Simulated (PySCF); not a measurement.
```xyz
24

Ge   -0.0371    0.1163    0.1598
C    -0.0557    0.0570    2.0979
C     0.9240    0.5957    2.8307
H    -0.9112   -0.4062    2.6054
H     1.7892    1.0724    2.3551
H     0.9074    0.5888    3.9268
N     1.7072    0.3042   -0.3736
C     2.7055   -0.6967   -0.0826
H     1.7870    0.6780   -1.3146
H     3.7250   -0.2813   -0.1663
H     2.5943   -1.0437    0.9572
H     2.6630   -1.5973   -0.7284
N    -0.8290    1.5253   -0.6935
C    -2.2534    1.7473   -0.6136
H    -0.2882    2.3834   -0.6503
H    -2.6199    2.3155   -1.4867
H    -2.7716    0.7759   -0.6203
H    -2.5863    2.2873    0.2957
N    -1.0006   -1.3346   -0.3964
C    -1.1173   -1.6791   -1.7924
H    -1.0013   -2.1342    0.2270
H    -2.0604   -2.2151   -2.0003
H    -1.1388   -0.7557   -2.3926
H    -0.2894   -2.3039   -2.1841
```

Geometry: PBE0-D3(BJ)/def2-SVP.

Computed with PySCF, PBE0/def2-SVPD, SCF density, gas phase.

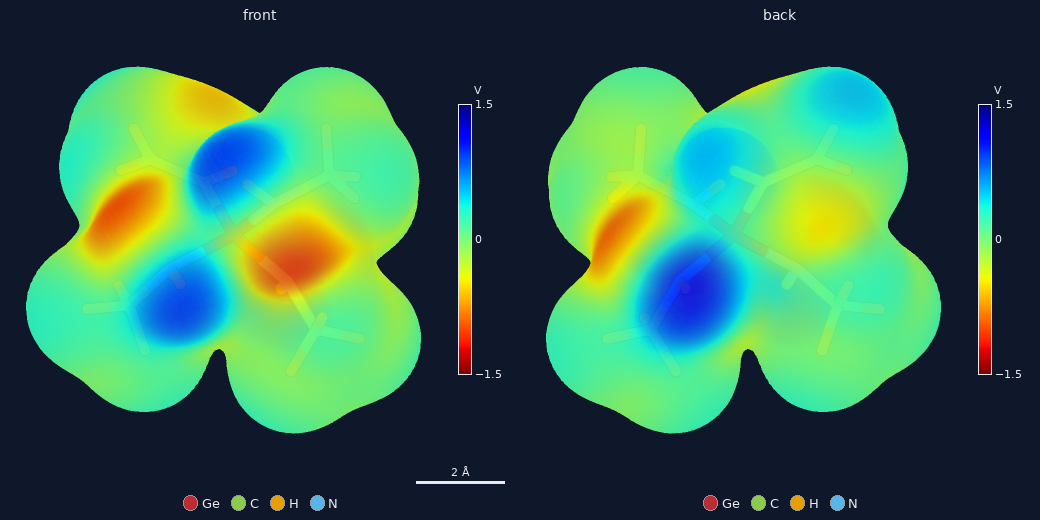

C$_{5}$H$_{15}$GeN$_{3}$ (SMILES C=[CH][Ge]([NH]C)([NH]C)[NH]C). The molecular electrostatic potential painted on the density surface at 0.001 e/bohr³, seen from the front and from behind; the colour scale runs from red (negative) to blue (positive).

> Which sites attract a positive test charge, and which a negative one?

A positive charge is drawn to the negative regions and a negative charge to the positive ones. The most negative region (about −1.0 V, or −23 kcal/mol for a unit charge) lies over N7 and N13, the most positive (about +1.0 V, or +23 kcal/mol for a unit charge) over H21.
